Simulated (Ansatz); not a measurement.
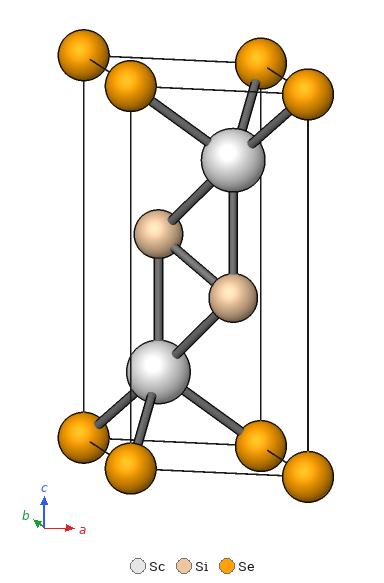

An orthographic ball-and-stick view of the structure, slightly off an axis. Lines trace the edges of the conventional unit cell.

Sc2Si2Se, space group P-3m1 (No. 164), a = 3.740 Å, b = 3.740 Å, c = 7.911 Å, α = 90.00°, β = 90.00°, γ = 120.00°. The cell started as a structure type filled with these elements by a generator (whether the compound takes this form wasn't checked). Earlier steps of the study may have refined or changed the cell and positions. It was run through Ansatz as a DFT input.

This one geometry was computed with Ansatz (DFT, plane waves, PAW) at three levels of theory: LDA, PBE and r2SCAN.

**Which level gives the highest pressure at this volume, and what does that say about its equilibrium volume?**

Highest: PBE (0.0 GPa), which points to the largest equilibrium volume. Lowest, with the smallest volume: LDA (-5.6 GPa). Levels within 0.5 GPa of each other can't be told apart.

**How does the band gap change with the level of theory?**

All levels give a metal.

**Collect the results in a table.**

| level | cutoff (eV) | k-mesh of the run's cell | gap (eV) | pressure (GPa) |
| --- | --- | --- | --- | --- |
| LDA | 420 | 12×12×6 | metal | -5.6 |
| PBE | 420 | 12×12×6 | metal | 0.0 |
| r2SCAN | 500 | 12×12×6 | metal | -0.6 |

Gaps are taken on the k-mesh or band path of each run.
